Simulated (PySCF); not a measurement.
# MoS₂: relaxation and vibrations of the singlet

Aim: relax MoS₂ as a singlet from a side-on start, check by its vibrations whether the end is a minimum, and collect its spectrum and constants.

Program: PySCF 2.14.0. Level of theory: PBE0, basis Mo def2-TZVP with ECP28, S def2-TZVP, scalar-relativistic core potentials, no spin–orbit coupling, density fitting. These are calculated values, not measurements.

### Step 1. The starting structure

3 atoms, charge 0, spin multiplicity 1.

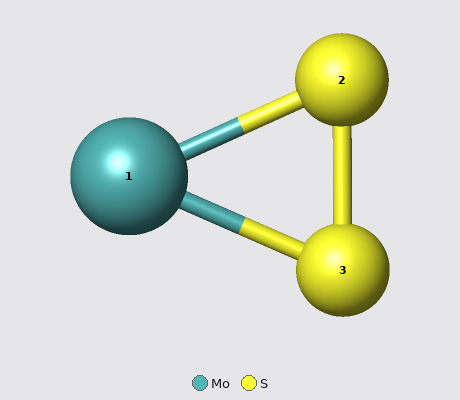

Start geometry, drawn with molybdenum teal, sulfur yellow; atoms are numbered from 1 in the order of the file.

```xyz
3
charge 0 multiplicity 1
Mo    0.0000    0.0000    0.0000
S     1.0000    0.0000    2.2456
S    -1.0000    0.0000    2.2456
```

### Step 2. The SCF at the typed geometry

One driver script runs all steps and calls PySCF; scf.py shows how it sets up the SCF of each step. The optimiser is the driver's own. After this first run the driver tries any further starts and a stability analysis.

scf.py reads:

```python
from pyscf import gto, scf, dft
mol = gto.M(atom='''
Mo     0.000000     0.000000     0.000000
S      1.000000     0.000000     2.245606
S     -1.000000     0.000000     2.245606''',
    basis={'Mo': 'def2-TZVP', 'S': 'def2-TZVP'},
    ecp={'Mo': 'def2-TZVP'},
    charge=0, spin=0)
mf = dft.RKS(mol, xc='PBE0')
mf.grids.atom_grid = (50, 194)
aux = {'Mo': 'def2-universal-JKFIT', 'S': 'def2-universal-JKFIT'}
mf = mf.density_fit(auxbasis=aux)
mf.conv_tol = 1e-08
mf.diis_space = 10
mf.max_cycle = 60
mf.init_guess = 'minao'
mf.verbose = 4
mf.kernel()
```

The run is started by

```bash
$ OMP_NUM_THREADS=2 python axn.py task.json out
```

Standard output, cut to the lines that bear on the results:

```text
[... the frontier levels of the middle cycles are left out ...]
init E= -858.066565670175
  HOMO = -0.414709332814595  LUMO = -0.408106828310869  gap/eV = 0.17966
cycle= 1 E= -863.409291514058  delta_E= -5.34  |g|= 1.77  |ddm|= 3.84
  HOMO = 0.0176138616025076  LUMO = 0.0759187571992047  gap/eV = 1.58656
cycle= 2 E= -857.548742610782  delta_E= 5.86  |g|= 3.43  |ddm|= 9.43
  HOMO = -0.203251162647452  LUMO = -0.163080258832756  gap/eV = 1.09311
cycle= 3 E= -863.040062445453  delta_E= -5.49  |g|= 1.93  |ddm|= 9.53
cycle= 4 E= -863.481131762813  delta_E= -0.441  |g|= 1.53  |ddm|= 0.358
cycle= 5 E= -864.087427794854  delta_E= -0.606  |g|= 0.671  |ddm|= 0.73
cycle= 6 E= -864.200575705698  delta_E= -0.113  |g|= 0.207  |ddm|= 0.468
cycle= 7 E= -864.212864155708  delta_E= -0.0123  |g|= 0.0274  |ddm|= 0.172
cycle= 8 E= -864.213218447571  delta_E= -0.000354  |g|= 0.0242  |ddm|= 0.0659
cycle= 9 E= -864.213360499448  delta_E= -0.000142  |g|= 0.0162  |ddm|= 0.0151
cycle= 10 E= -864.213483971827  delta_E= -0.000123  |g|= 0.00596  |ddm|= 0.0224
cycle= 11 E= -864.213519750207  delta_E= -3.58e-05  |g|= 0.00318  |ddm|= 0.0244
cycle= 12 E= -864.213523257637  delta_E= -3.51e-06  |g|= 0.00173  |ddm|= 0.00346
cycle= 13 E= -864.213524980488  delta_E= -1.72e-06  |g|= 0.000348  |ddm|= 0.00417
cycle= 14 E= -864.213525096041  delta_E= -1.16e-07  |g|= 8.19e-05  |ddm|= 0.00182
cycle= 15 E= -864.213525100219  delta_E= -4.18e-09  |g|= 2.5e-05  |ddm|= 0.000195
  HOMO = -0.186318642668296  LUMO = -0.109192690629252  gap/eV = 2.09870
Extra cycle  E= -864.213525099563  delta_E= 6.56e-10  |g|= 7.93e-05  |ddm|= 0.00014
converged SCF energy = -864.213525099563
```

This step, with its further starts and checks, needed 66 s of wall time on 2 threads of Intel Xeon at 2.50GHz (Skylake/Cascade Lake), shared host.

The starts that the driver tried:

| start | energy (Eh) |
| --- | --- |
| the minimal-basis guess | -864.213525 |
| a thermally smeared density | -864.219513 |
| a smeared PBE density | -864.219513 |

The first run landed in a state that is too high. Following the other starts and the instabilities gains 15.7 kJ/mol (-864.21951 Eh), and the work goes on from there.

### Step 3. Relaxing the singlet from the side-on start

The program finds C2v symmetry in the start, which this walk keeps. The walk stops when the largest gradient is under 0.0003 Eh/bohr and the energy has settled too.

scf.py, as its differences from that of step 2:

```diff
@@ -3,3 +3,3 @@
-Mo     0.000000     0.000000     0.000000
-S      1.000000     0.000000     2.245606
-S     -1.000000     0.000000     2.245606''',
+Mo     0.000000     0.000000    -0.887203
+S      1.000000     0.000000     1.358403
+S     -1.000000     0.000000     1.358403''',
@@ -16 +15,0 @@
-mf.init_guess = 'minao'
```

The optimiser's trace:

| step | energy (Eh) | change (kJ/mol) | largest symmetric gradient (Eh/bohr) |
| --- | --- | --- | --- |
| 0 | -864.219513 | 0.00 | 0.08618 |
| 1 | -864.241139 | -56.78 | 0.05035 |
| 2 | -864.244405 | -65.35 | 0.04390 |
| 3 | -864.247169 | -72.61 | 0.00780 |
| 4 | -864.247282 | -72.91 | 0.00104 |
| 5 | -864.247284 | -72.91 | 0.00004 |

The walk took 61 s.

Geometry (Å) and forces (eV/Å) at some steps:

```
step 0
Mo   0.000   0.000  -0.887   0.000   0.000   4.431
S    1.000   0.000   1.358   0.434   0.000  -2.216
S   -1.000   0.000   1.358  -0.434   0.000  -2.216
step 1
Mo   0.000   0.000  -0.779   0.000   0.000   2.589
S    1.027   0.000   1.304  -0.352   0.000  -1.295
S   -1.027   0.000   1.304   0.352   0.000  -1.294
step 3
Mo   0.000   0.000  -0.709   0.000   0.000   0.401
S    1.029   0.000   1.269  -0.101   0.000  -0.201
S   -1.029   0.000   1.269   0.101   0.000  -0.201
step 5
Mo   0.000   0.000  -0.699   0.000   0.000  -0.002
S    1.028   0.000   1.264  -0.002   0.000   0.001
S   -1.028   0.000   1.264   0.002   0.000   0.001
```

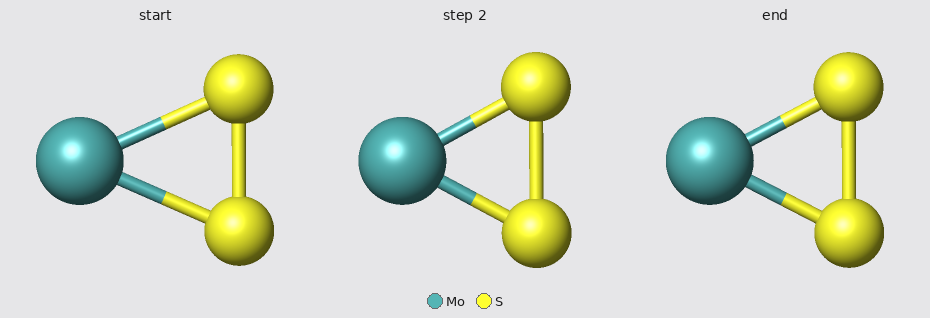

The geometry along the walk, at one scale.

After 5 steps and 72.9 kJ/mol it ends at C2v: Mo–S 2.216 Å (×2), S–S 2.057 Å; Mo–S–S 62.4° (×2), S–Mo–S 55.3°.

### Step 4. Frequencies

The point is checked on the finer grid, and tightened if its gradient asks for it. The Hessian and the dipole derivatives come from central differences of analytic gradients, with steps of 0.02 bohr.

scf.py, as its differences from that of step 3:

```diff
@@ -3,3 +3,3 @@
-Mo     0.000000     0.000000    -0.887203
-S      1.000000     0.000000     1.358403
-S     -1.000000     0.000000     1.358403''',
+Mo     0.000000     0.000000    -0.775528
+S      1.028420     0.000000     1.187542
+S     -1.028420     0.000000     1.187542''',
@@ -10 +10 @@
-mf.grids.atom_grid = (50, 194)
+mf.grids.atom_grid = (75, 302)
@@ -13 +13 @@
-mf.conv_tol = 1e-08
+mf.conv_tol = 1e-10
```

The driver hands on the density of the step before, so the log starts near convergence.

SCF at the final geometry:

```text
init E= -864.247357600791
  HOMO = -0.184501030588872  LUMO = -0.0948886680280799  gap/eV = 2.43848
cycle= 1 E= -864.247357600646  delta_E= 1.46e-10  |g|= 2.53e-05  |ddm|= 3e-05
  HOMO = -0.184505876222796  LUMO = -0.0948934401216704  gap/eV = 2.43848
cycle= 2 E= -864.247357599521  delta_E= 1.12e-09  |g|= 6.81e-05  |ddm|= 7.42e-05
  HOMO = -0.18450150028764  LUMO = -0.0948891678901526  gap/eV = 2.43848
cycle= 3 E= -864.247357600762  delta_E= -1.24e-09  |g|= 1.54e-05  |ddm|= 5.79e-05
  HOMO = -0.184502294264268  LUMO = -0.094889927508307  gap/eV = 2.43848
cycle= 4 E= -864.247357600829  delta_E= -6.64e-11  |g|= 6.8e-07  |ddm|= 1.19e-05
  HOMO = -0.184502259237954  LUMO = -0.0948898714827238  gap/eV = 2.43848
Extra cycle  E= -864.247357600829  delta_E=    0  |g|= 9.22e-07  |ddm|= 1.67e-06
converged SCF energy = -864.247357600829
```

The whole step took 2.3 min.

Geometry: C2v; Mo–S 2.216 Å (×2), S–S 2.057 Å; Mo–S–S 62.4° (×2), S–Mo–S 55.3°.

Modes, for the most abundant isotopes:

```json
{"symmetry": "b2", "ω (cm⁻¹)": "239", "IR (km/mol)": "7.9"}
{"symmetry": "a1", "ω (cm⁻¹)": "416", "IR (km/mol)": "14.3"}
{"symmetry": "a1", "ω (cm⁻¹)": "574", "IR (km/mol)": "14.7"}
```

Every mode is real; the point is a minimum.

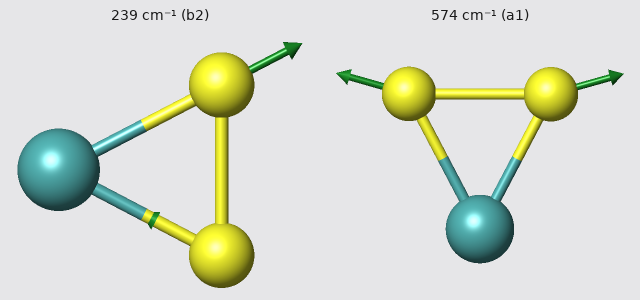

How the atoms move in 2 of the modes.

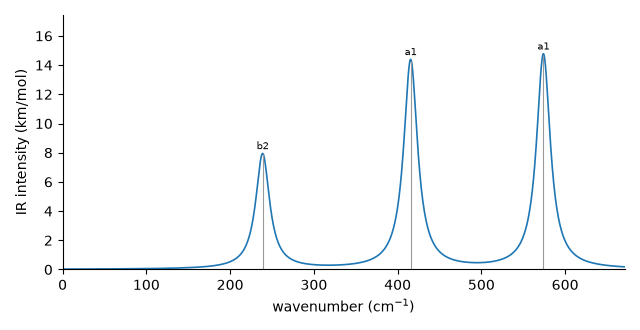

The harmonic infrared spectrum (widths in cm⁻¹). Lines are broadened to a width of 20 cm⁻¹ (Lorentzian).

Constants and moments:

```yaml
Dipole_moment: 4.14 D
Highest_occupied_level: -5.02 eV
Lowest_empty_level: -2.58 eV
Rotational_constants: 0.2493, 0.1131, 0.0778 cm⁻¹
Zero-point_energy: 7.3 kJ/mol
Principal_polarisabilities: 85.8, 88.8, 101.6 bohr³
Atomisation_energy_without_zero-point_energy: 513 kJ/mol
Principal_traceless_quadrupole_moments_about_the_centre_of_mass: -6.57, -1.47, 8.04 D Å
Entropy_at_298.15_K_and_1_bar: 289.2 J/(mol K)
Heat_capacity_Cp_at_298.15_K: 51.3 J/(mol K)
Enthalpy_at_298.15_K_above_0_K: 12.47 kJ/mol
Rotational_symmetry_number: 2
```

Charges (e) and bond orders:

```
atom  Mulliken  Löwdin  polar tensor  Mayer order to Mo1
 Mo1      0.50   -0.24          0.67                   –
S2,3     -0.25    0.12         -0.34                1.41
```

Mulliken populations on Mo1 (outside its core potential): s 2.58, p 6.03, d 4.87, f 0.01.

### Step 5. Stability of the closed shell

At the lowest minimum the closed shell is tested against spin polarisation, on the (50, 194) grid. It is unstable: an open-shell solution lies lower. That solution was not followed to a minimum here.

### Step 6. Results

| quantity | value |
| --- | --- |
| minimum | singlet, C2v (closed shell, unstable towards spin polarisation) |
| geometry | Mo–S 2.216 Å (×2), S–S 2.057 Å; Mo–S–S 62.4° (×2), S–Mo–S 55.3° |
| wavenumbers (cm⁻¹) | 239 (b2), 416 (a1), 574 (a1) |
| dipole moment | 4.14 D |
| highest occupied, lowest empty level | -5.02, -2.58 eV |
| polar-tensor charge of Mo1 | +0.67 e |
| zero-point energy | 7.3 kJ/mol |

What this shows: The molecule stays C2v, as typed, and the end point is a minimum. In the infrared the band at 574 cm⁻¹ (a1) leads. The first SCF alone would have been 16 kJ/mol too high. Only this shape and spin were tried, so other structures or states may lie lower. The closed shell proved unstable towards spin polarisation, so a lower open-shell solution exists.

The search up to here needed 4.6 min of wall time on 2 threads of Intel Xeon at 2.50GHz (Skylake/Cascade Lake), shared host.
